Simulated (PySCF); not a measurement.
## Electronic structure of C$_{2}$H$_{11}$NOSi$_{2}$ (SMILES C[Si](C)(O)N[SiH3]) in real space

Input file:

```
{"job": {"kind": "nmr", "xc": "PBE0", "basis": "pcSseg-1"}, "charge": 0, "multiplicity": 1}
Si     0.334517    -0.050055    -0.520068
C      1.828255    -0.393010     0.536130
C      0.099297    -1.346753    -1.850226
N     -1.139868    -0.021560     0.417637
Si    -1.551096     1.033911     1.735674
O      0.631141     1.461589    -1.177886
H      1.928831     0.363772     1.328956
H      1.753083    -1.382455     1.012453
H      2.746930    -0.367556    -0.070015
H      0.992973    -1.401214    -2.491248
H     -0.059326    -2.345045    -1.411860
H     -0.762424    -1.118427    -2.497773
H     -1.884142    -0.622630     0.075607
H     -2.425513     2.183197     1.331385
H     -0.284627     1.590314     2.296122
H     -2.282207     0.284978     2.805783
H     -0.108793     1.861508    -1.643635
```

Command:

```sh
OMP_NUM_THREADS=1 python cluster_run.py task.json out
```

Geometry: PBE0-D3(BJ)/def2-SVP.

All numbers below come from PBE0/pcSseg-1, SCF density, gas phase, non-relativistic in PySCF.

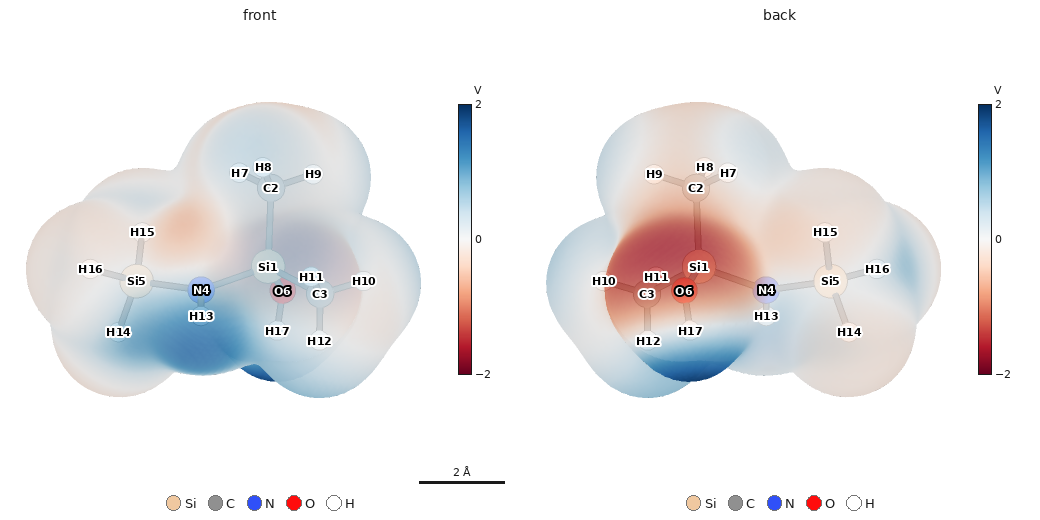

Figure 1. The molecular electrostatic potential painted on the density surface at 0.001 e/bohr³, seen from the front and from behind; the colour scale runs from red (negative) to blue (positive).

Describe the electrostatic potential map.

Answer. The most negative region (about −1.5 V) lies over O6, the most positive (about +1.8 V) over H17. O6 is the likeliest acceptor of a hydrogen bond.

How polar is the molecule by this calculation?

Answer. Its dipole moment is 2.02 D.

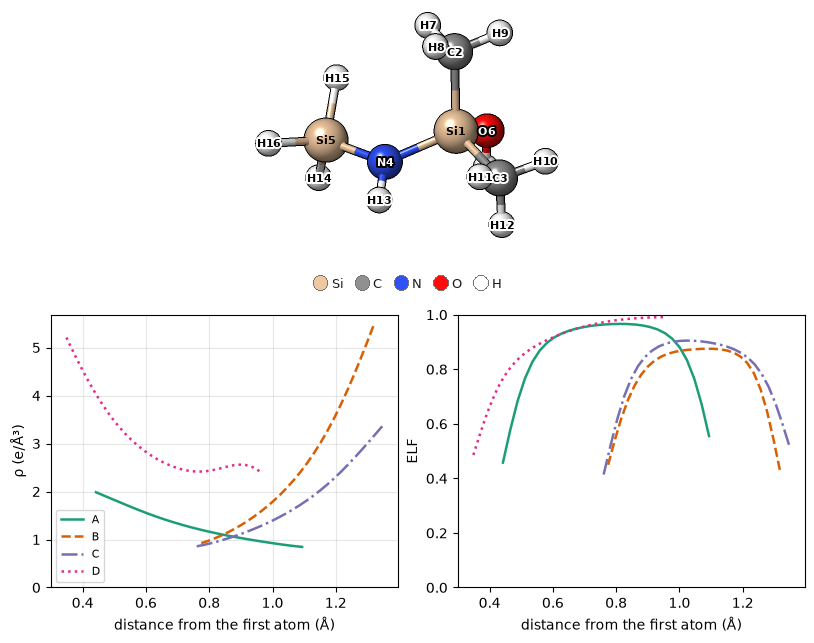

Figure 2. Total electron density and ELF along straight lines between neighbouring atoms. The curves leave out the atomic cores. The structure is drawn too.

Which curve belongs to which contact (C–Si, O–H, Si–N and Si–O)? The first atom named is at distance zero.

Answer. Curve A: C–Si (1.86 Å): the density is about 1 e/Å³ at the midpoint; the ELF peaks at about 0.95 between the atoms; a covalent bond. Curve B: Si–O (1.68 Å): ρ is about 1.1 e/Å³ halfway; the ELF peaks at about 0.90 between the atoms; a shared but strongly polarised pair. Curve C: Si–N (1.74 Å): ρ is about 1 e/Å³ halfway; the ELF peaks at about 0.90 between the atoms; a polar covalent bond. Curve D: O–H (0.96 Å): the density is about 3.6 e/Å³ at the midpoint; the ELF climbs to about 1 towards the hydrogen, as it does in any bond to H (an ordinary covalent bond to hydrogen).
